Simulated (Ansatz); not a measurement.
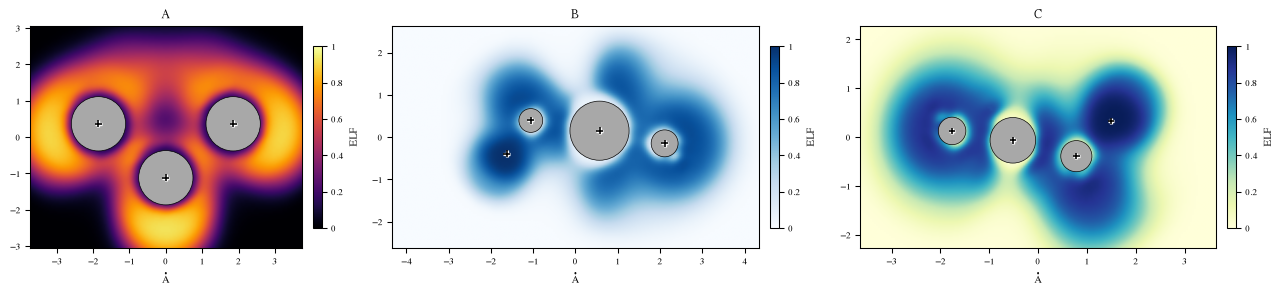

The electron localisation function of 3 systems, each on a plane through atoms (crosses mark nuclei in the plane; grey discs cover the cores).

Level of theory: isolated molecule in a Gaussian basis; Kohn-Sham density functional theory, functional PBE0 (Ansatz).

System 1: As4, the plane of atoms As3, As1 and As4. Geometry: r2SCAN-D4/def2-SVP.

```yaml
atoms:
  - { symbol: As, position_ang: [0.7200, 1.0926, 0.7366] }
  - { symbol: As, position_ang: [0.5792, -0.6491, -1.1939] }
  - { symbol: As, position_ang: [-1.1580, 0.8924, -0.7018] }
  - { symbol: As, position_ang: [1.4464, -1.1568, 0.9570] }
```

System 2: BHNO (SMILES N=B[O-]) (charge −1), the molecular plane. Geometry: B3LYP-D3(BJ)/def2-SVPD.

```xyz
4

B    -1.4239    3.3495    0.1073
N    -2.0687    2.7117   -0.8778
O    -0.7735    4.0192    0.9519
H    -2.6677    1.9210   -0.6746
```

System 3: HNOSi (SMILES N#[Si]O), the molecular plane. Geometry: B3LYP/6-31G*.

```xyz
4

N    -2.6751    1.3090   -2.3977
O    -0.3413   -0.7951   -3.0606
Si   -1.5117    0.3007   -2.7027
H    -0.5945   -1.5567   -3.6083
```

Which map belongs to which system?

Panel A is system 1, As4: the plane holds As. As–As (2.37 Å): the ELF peaks at about 0.70 between the atoms. Panel B is system 3, HNOSi: the plane holds N, O, Si and H. Si–N (1.57 Å): the ELF peaks at about 0.70 in the valence shell of N, 0.6 Å from its nucleus, and is about 0.50 at the midpoint. Panel C is system 2, BHNO: the plane holds B, N, O and H. B–O (1.26 Å): the ELF peaks at about 0.85 between the atoms, as expected for a short, strongly polar bond.
